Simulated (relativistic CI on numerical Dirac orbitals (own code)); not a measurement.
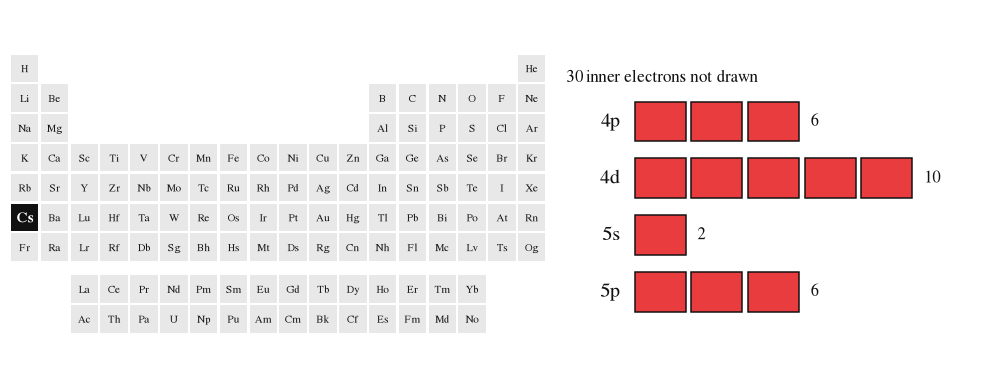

**Figure 1.** Left, the place of caesium in the periodic table; right, the outer shells of the leading configuration of the lowest level: a box for each of the 2l + 1 orbitals, shaded by the share of the shell that is filled, with the electron count at the right.

**Relativistic CI calculation, with input and output: Cs⁺**

Cs⁺. Computed at this level: Dirac-Coulomb-Breit CI, KLI orbitals of one mean potential, model QED (radiative potential, 1s self-energy scaled to tabulated hydrogen-like ionisation energies), valence Slater integrals scaled by 0.85, P86 correlation energy added to each configuration (relativistic CI on numerical Dirac orbitals, in-house).

### Input file
```
atom Cs  Z=55  charge=1  electrons=54
nucleus A=133  rms_radius_fm=4.8041
hamiltonian dirac-coulomb  breit=on  qed=on  c_scale=1
orbitals kli  potential=mean
slater_scale 0.85
correlation p86
mixing on
configurations
  [Kr] 4d10 5s2 5p6
  [Kr] 4d10 5s2 5p5 6s
  [Kr] 4d10 5s2 5p5 5d
  [Kr] 4d10 5s2 5p5 6p
  [Kr] 4d10 5s2 5p5 7s
  [Kr] 4d10 5s2 5p5 6d
  [Kr] 4d10 5s 5p6 5d
  [Kr] 4d10 4f 5s2 5p5
  [Kr] 4d10 5s2 5p5 7p
  [Kr] 4d10 5s2 5p5 8s
  [Kr] 4d10 5s2 5p5 5f
  [Kr] 4d10 5s2 5p5 7d
  [Kr] 4d10 5s2 5p5 8p
  [Kr] 4d10 5s2 5p5 5g
  [Kr] 4d10 5s2 5p5 6f
end
```

Hardware: 1 thread of Intel Xeon (Granite Rapids), 12 GiB of memory available, shared host.

Launched within a batch (the task file carries these settings):
```bash
python <driver script> task.json out
```

The program writes its results to a structured record and prints no log; tables and figures of this report are taken from that record.

### The lowest 20 levels

```csv
Configuration,Level,E (cm⁻¹),LS purity (%),Landé g,Lifetime (s; – stable or not computed)
5p⁶,¹S₀,0,100,–,–
5p⁵ 5d,³P°₀,"109,200",97,–,–
5p⁵ 5d,³P°₁,"109,900",78,1.433,4.2×10⁻⁸
5p⁵ 6s,³P°₂,"110,300",63,1.479,1.3×10⁰
5p⁵ 5d,³F°₄,"113,900",100,1.250,–
5p⁵ 6s,[(5p₃/₂)³ 6s] J = 1,"114,700",54,1.213,8.3×10⁻¹⁰
5p⁵ 5d,"J = 2 (odd, mixed)","115,400",47,1.440,1.1×10⁰
5p⁵ 5d,[(5p₃/₂)³ 5d₃/₂] J = 3,"115,800",75,1.092,5.5×10⁰
5p⁵ 5d,[(5p₃/₂)³ 5d₃/₂] J = 2,"118,100",46,0.883,2.0×10⁰
5p⁵ 5d,[(5p₃/₂)³ 5d₅/₂] J = 3,"120,400",60,1.200,–
5p⁵ 5d,³D°₁,"126,300",81,0.621,4.0×10⁻¹⁰
5p⁵ 6s,³P°₀,"126,900",98,–,2.2×10⁻²
5p⁵ 6s,[5p₁/₂ 6s] J = 1,"127,700",56,1.274,3.6×10⁻⁹
5p⁵ 5d,[5p₁/₂ 5d₃/₂] J = 2,"129,600",54,0.845,2.4×10⁻²
5p⁵ 6p,³S₁,"129,900",77,1.872,5.0×10⁻⁹
5p⁵ 5d,[5p₁/₂ 5d₅/₂] J = 2,"130,900",50,1.188,2.4×10⁻³
5p⁵ 6p,[(5p₃/₂)³ 6p₁/₂] J = 2,"131,700",53,1.124,6.7×10⁻⁹
5p⁵ 5d,[5p₁/₂ 5d₅/₂] J = 3,"131,900",43,1.125,1.7×10⁻²
5p⁵ 6p,³D₃,"132,400",100,1.334,4.8×10⁻⁹
5p⁵ 6p,¹P₁,"133,500",57,1.019,6.2×10⁻⁹
```

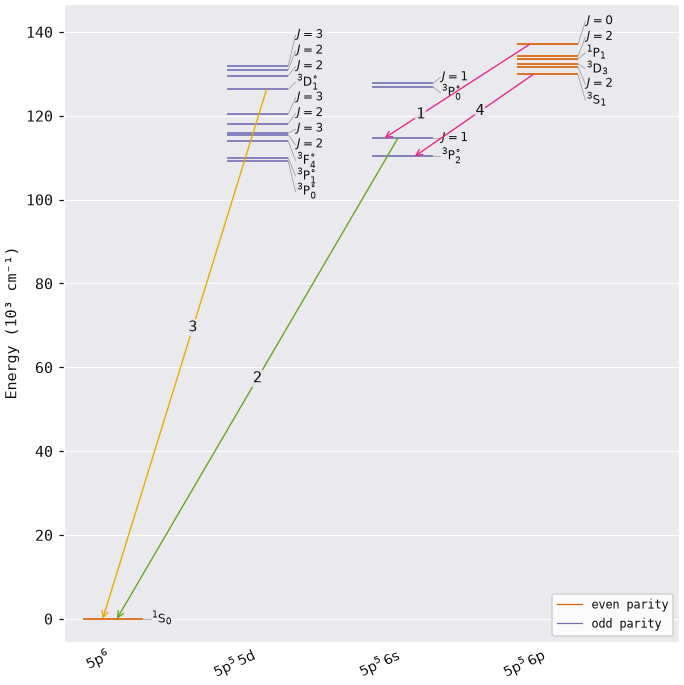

**Figure 2.** Levels of Cs⁺ with 4 numbered transitions. Rates are at computed energies, in the length gauge.

| No. | Upper | Lower | Type | λ (vacuum) | A (s⁻¹) |
| --- | --- | --- | --- | --- | --- |
| 1 | 5p⁵ 6p [(5p₃/₂)³ 6p₃/₂] J = 0 | 5p⁵ 6s [(5p₃/₂)³ 6s] J = 1 | E1 | 448.0 nm | 1.6×10⁸ |
| 2 | 5p⁵ 6s [(5p₃/₂)³ 6s] J = 1 | 5p⁶ ¹S₀ | E1 | 87.21 nm | 1.2×10⁹ |
| 3 | 5p⁵ 5d ³D°₁ | 5p⁶ ¹S₀ | E1 | 79.20 nm | 2.5×10⁹ |
| 4 | 5p⁵ 6p ³S₁ | 5p⁵ 6s ³P°₂ | E1 | 511.1 nm | 1.3×10⁸ |

Line 3 has the largest rate; it falls in the extreme ultraviolet region.

### Results in brief

- outcome: converged
- lowest level: 5p⁶ ¹S₀
- first excited level: 5p⁵ 5d ³P°₀, 109,170 cm⁻¹
- levels computed: 131
- SCF iterations: 10
- wall time: 0.85 s

### Notes

Limits: near-neutral ion: configurations can be misplaced by up to about 10000 cm⁻¹, over 20000 where the f count changes; rates and lifetimes follow the computed energies and can be off by orders of magnitude; the fine structure of a weakly bound d or f electron outside closed shells is too small or inverted; only a limited list of configurations is included, so lower levels can be missing.
